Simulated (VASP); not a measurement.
Band structure of InSb (zinc blende). Calculation: PBE GGA with D3 dispersion (zero damping), VASP's PBE PAW potentials (set 64) (plane waves; VASP).

Unless said otherwise, spin-orbit coupling is left out, though it shifts the bands of the heavy elements here.

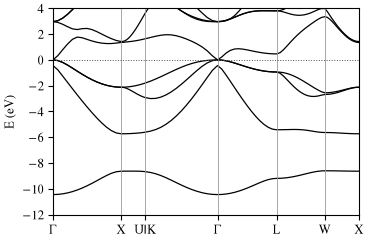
Fig. 1. Bands along high-symmetry lines, zero at the valence-band maximum or, without a gap, the Fermi level

Question: Read the plot: is there a gap, and where are the band edges?

Answer: It has no gap at this level: it comes out as a metal or semimetal. (Edges off the drawn lines would not show.)

The compound is InSb in the zinc blende structure. It was relaxed first.
